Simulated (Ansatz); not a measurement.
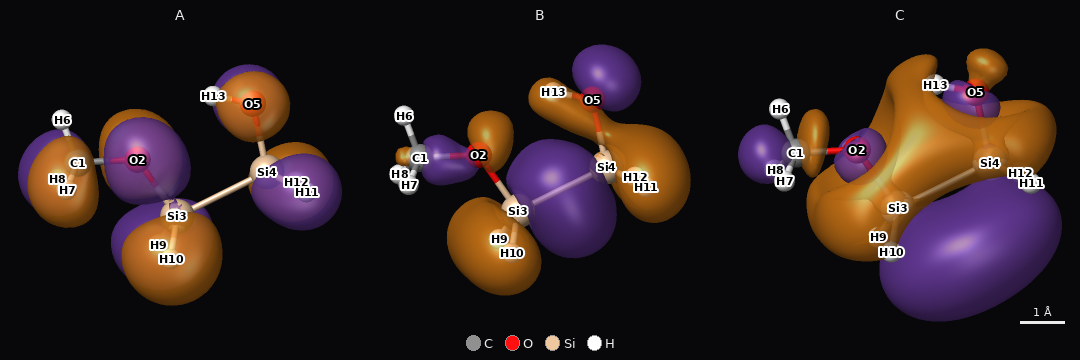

CH8O2Si2. Three frontier orbitals at ±0.06 Å⁻³ᐟ² (orange and purple are the two phases), in no order.

Geometry: PBE0-D4/def2-TZVP.

Theory: Ansatz 0.2.0, RKS PBE0-D4/def2-TZVPP.

Input file:

```
crystal:
  periodic: [false, false, false]
  atoms:
    - {symbol: C, position_ang: [-0.976935, 1.535653, -1.341839]}
    - {symbol: O, position_ang: [-0.144993, 0.679266, -0.589613]}
    - {symbol: Si, position_ang: [-0.743945, -0.479697, 0.437571]}
    - {symbol: Si, position_ang: [1.289140, -1.377719, 1.211542]}
    - {symbol: O, position_ang: [2.441756, -0.545094, 0.370275]}
    - {symbol: H, position_ang: [-0.344565, 2.201509, -1.931180]}
    - {symbol: H, position_ang: [-1.612865, 2.144197, -0.689209]}
    - {symbol: H, position_ang: [-1.617583, 0.966407, -2.024650]}
    - {symbol: H, position_ang: [-1.616768, -1.428334, -0.316366]}
    - {symbol: H, position_ang: [-1.603858, 0.154988, 1.480456]}
    - {symbol: H, position_ang: [1.467913, -1.182173, 2.676288]}
    - {symbol: H, position_ang: [1.407552, -2.835660, 0.939075]}
    - {symbol: H, position_ang: [2.075652, 0.131859, -0.207549]}
basis:
  gaussian: {orbitals: def2-TZVPP}
hamiltonian: {xc: pbe0, dispersion: d4}
output: {orbitals: {seedname: orbitals}}
```

Command:

```sh
ansatz run in.yaml --threads 4 --pin off --events-out ev --progress --plain --max-ram 10444MiB
```

Order the three orbitals by energy and name them.

Answer. A is the HOMO−1 (−8.33 eV). It lies mainly on O2 (about 35 %), Si3 (about 10 %), O5 (about 10 %), H10 (about 10 %), H9 (about 10 %) and C1 (about 5 %). B is the HOMO (−7.94 eV). Its weight (Hirshfeld) is mainly on Si3 (about 35 %), Si4 (about 30 %) and O5 (about 10 %). C is the LUMO (−0.75 eV). It lies mainly on Si3 (about 35 %), Si4 (about 30 %) and O5 (about 5 %).

What is the HOMO–LUMO gap?

Answer. 7.19 eV between the orbital energies.
